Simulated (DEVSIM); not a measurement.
Device: Ru/SiON/n-Ge capacitor, at 300 K.

| layer (left to right) | material | thickness (nm) | Nd (cm⁻³) |
|---|---|---|---|
| 1 | SiON | 3.60 | - |
| 2 | Ge | 9900 | 3.6e15 |

Metal gate on the left, work function 4.7 eV. Fixed charge at the semiconductor interface -1.1e11 cm⁻² (in units of +e); no interface traps.

The device is made up for the run: typed textbook-type constants, with dimensions and the other settings drawn at random. Values at 300 K.

| parameter | SiON | Ge |
|---|---|---|
| gap (eV) | 7 | 0.664 |
| affinity (eV) | 1.4 | 4 |
| permittivity | 5.5 | 16 |
| Nc (cm⁻³) | - | 1.04e19 |
| Nv (cm⁻³) | - | 6e18 |

Simulated with DEVSIM: 1D Poisson equation in equilibrium, Boltzmann statistics, complete ionisation; no quantum confinement or tunnelling. Metal contacts follow the ideal Schottky-Mott rule: no Fermi-level pinning, no interface dipoles.

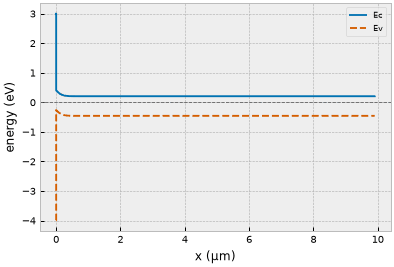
Band edges at 0.3 V on the gate

Energies count from the Fermi level of the right contact; mesh points crowd at the junctions.

```csv
x (μm),Ec (eV),Ev (eV),n (cm⁻³),p (cm⁻³),field (V/cm)
0.000,3.000,-4.000,< 1e2,< 1e2,1900
0.001151,3.000,-4.000,< 1e2,< 1e2,1900
0.002477,3.001,-3.999,< 1e2,< 1e2,1900
0.003600,0.401,-0.263,1.9e12,2.3e14,-2900
0.005990,0.398,-0.266,2.2e12,2.0e14,-12000
0.01073,0.392,-0.272,2.7e12,1.6e14,-11000
0.02113,0.381,-0.283,4.2e12,1.0e14,-11000
0.05963,0.341,-0.323,1.9e13,2.3e13,-9500
0.1359,0.281,-0.383,2.0e14,2.2e12,-6400
0.3138,0.218,-0.446,2.3e15,1.9e11,-1400
0.7049,0.206,-0.458,3.6e15,1.2e11,-12
2.152,0.206,-0.458,3.6e15,1.2e11,≈ 0
4.954,0.206,-0.458,3.6e15,1.2e11,≈ 0
7.783,0.206,-0.458,3.6e15,1.2e11,≈ 0
9.211,0.206,-0.458,3.6e15,1.2e11,≈ 0
9.597,0.206,-0.458,3.6e15,1.2e11,≈ 0
9.773,0.206,-0.458,3.6e15,1.2e11,≈ 0
9.848,0.206,-0.458,3.6e15,1.2e11,≈ 0
9.886,0.206,-0.458,3.6e15,1.2e11,≈ 0
9.897,0.206,-0.458,3.6e15,1.2e11,≈ 0
9.901,0.206,-0.458,3.6e15,1.2e11,≈ 0
9.904,0.206,-0.458,3.6e15,1.2e11,≈ 0
```
